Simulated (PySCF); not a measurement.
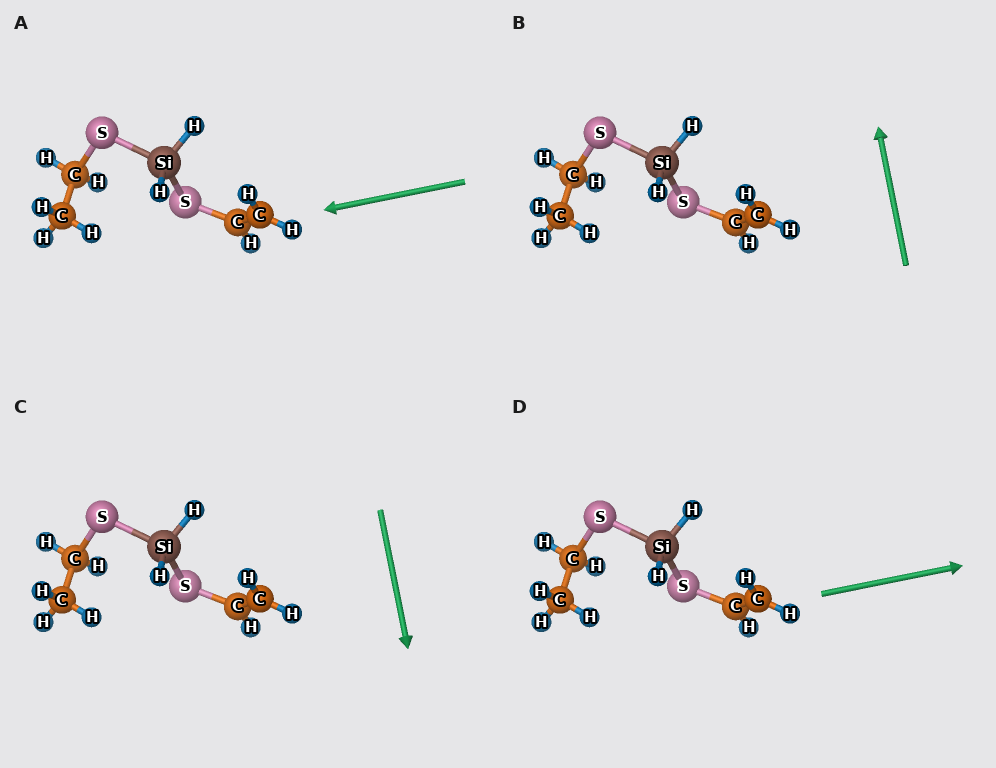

The same molecule four times, each with an arrow. The geometry was computed by an optimisation with GFN2-xTB. No frequency run is at hand to confirm it as a minimum. Level of theory: PBE0/pcSseg-1, gas phase (PySCF 2.14.0).

Which arrow points along the dipole moment, from the negative to the positive end?

C. The dipole moment is 1.40 D.

The geometry is semi-empirical. Around Si such bond lengths and angles can be off by a tenth of an ångström or more and by several degrees, and values that hang on the shape move with them.
